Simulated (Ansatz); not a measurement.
Si(100)-2x1:Br, 5 layers, surface cell 7.7 x 15.3 Å, 2x1x1 k points. All values below come from PBE-D3(BJ) (plane waves to 420 eV, PAW; Ansatz, a program for electronic structure). The slab states were run without spin polarisation. No spin-orbit coupling. Energies are electronic; tops by NEB or saddle search, between local minima that need not be the lowest, on an unconverged cell and mesh. A partial Hessian shows a single imaginary mode at the top, within the atoms moved.

Elementary step: SiH4 swaps its H for the surface Br.

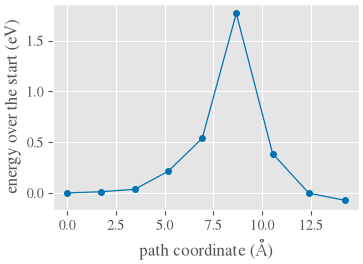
Figure: Energy along the converged path

Q: Read off the forward barrier, the backward barrier and the reaction energy.

A: About 1.8 eV, 1.8 eV and -0.1 eV.

Q: Give the profile as numbers.

A: (s (Å), E (eV)): (0.00, 0.00); (1.73, 0.01); (3.47, 0.04); (5.20, 0.22); (6.93, 0.54); (8.67, 1.77); (10.53, 0.39); (12.39, 0.00); (14.25, -0.07)
